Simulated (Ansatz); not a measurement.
## Electronic structure of AlH7Sn2 (SMILES [AlH2][SnH2][SnH3]) in real space

Input

```
crystal:
  periodic: [false, false, false]
  atoms:
    - {symbol: Al, position_ang: [0.047732, -3.497811, -2.040330]}
    - {symbol: Sn, position_ang: [-0.470803, -1.717036, -0.149559]}
    - {symbol: Sn, position_ang: [0.659324, 0.768223, -0.721885]}
    - {symbol: H, position_ang: [1.376427, -4.371432, -1.973050]}
    - {symbol: H, position_ang: [-0.936578, -3.654639, -3.281176]}
    - {symbol: H, position_ang: [-2.154093, -1.436210, 0.060993]}
    - {symbol: H, position_ang: [0.145200, -2.174105, 1.389352]}
    - {symbol: H, position_ang: [0.110752, 1.348176, -2.242001]}
    - {symbol: H, position_ang: [2.370595, 0.652478, -0.794593]}
    - {symbol: H, position_ang: [0.247858, 1.925846, 0.474929]}
basis:
  gaussian:
    orbitals: def2-TZVPD
hamiltonian:
  xc: {name: PBE0}
output: {forces: true, orbitals: {seedname: orbitals}}
```

Run with:

```sh
ansatz run input.yaml --threads 2 --pin off --max-ram 4350MiB --events-out events.jsonl --progress --plain --runs-dir runs
```

Geometry: PBE0-D3(BJ)/def2-SVP; core potentials replace the inner electrons of Sn.

Theory: Ansatz 0.2.0, isolated molecule in a Gaussian basis; Kohn-Sham density functional theory, functional PBE0.

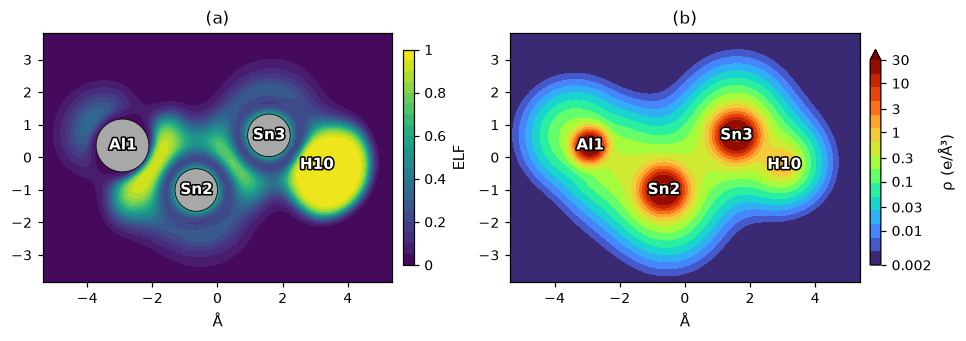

Figure 1. (a) electron localisation function; (b) electron density on the plane of atoms Sn2, Sn3 and H10. Grey discs cover the atomic cores in the ELF map.

Describe what can be read from this map.

Answer. The plane passes through Al, Sn and H nuclei. Al–Sn (2.65 Å): ρ is about 0.43 e/Å³ halfway, with its minimum of 0.37 e/Å³ about 0.9 Å from Al; the ELF peaks at about 0.95 between the atoms: localised, covalent bonding. Sn–Sn (2.79 Å): the density is about 0.4 e/Å³ at the midpoint; the ELF peaks at about 0.75 between the atoms, as expected for localised, covalent bonding. Sn–H (1.72 Å): the density is about 1.1 e/Å³ at the midpoint; the ELF climbs to about 1 towards the hydrogen.

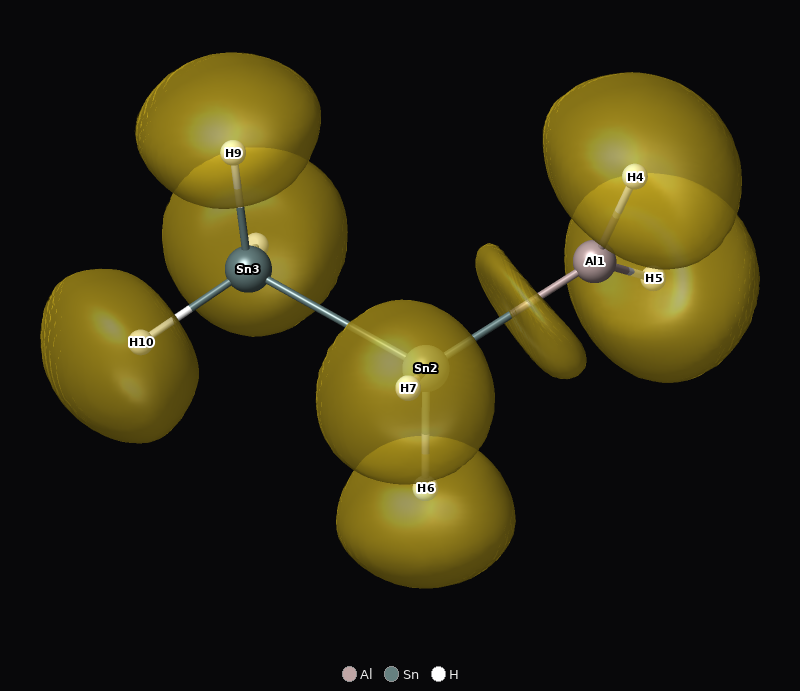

Figure 2. Isosurface of the ELF at 0.85 (yellow), seen at a tilt. Only the valence region is drawn (cores and ρ < 0.01 e/Å³ removed).

What do the ELF domains correspond to?

Answer. The surface consists of one region between bonded Al–Sn atoms (shared pairs) and seven regions around hydrogen nuclei.

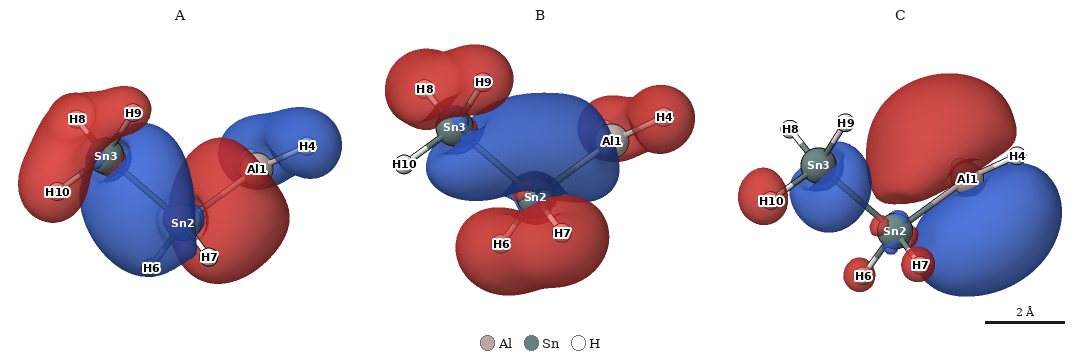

Figure 3. Three frontier orbitals at ±0.06 Å⁻³ᐟ² (blue and red are the two phases), in no order.

Which picture is the HOMO−1, the HOMO and the LUMO?

Answer. B is the HOMO−1 (−7.94 eV). Its weight (Hirshfeld) is mainly on Sn2 (about 40 %), Sn3 (about 15 %), Al1 (about 10 %), H6 (about 10 %) and H7 (about 10 %). A is the HOMO (−7.14 eV). By Hirshfeld shares it lies mainly on Sn2 (about 40 %), Sn3 (about 25 %) and Al1 (about 20 %). C is the LUMO (−2.35 eV). By Hirshfeld shares it lies mainly on Al1 (about 65 %), Sn2 (about 15 %) and Sn3 (about 10 %).

What is the HOMO–LUMO gap?

Answer. 4.79 eV between the orbital energies.
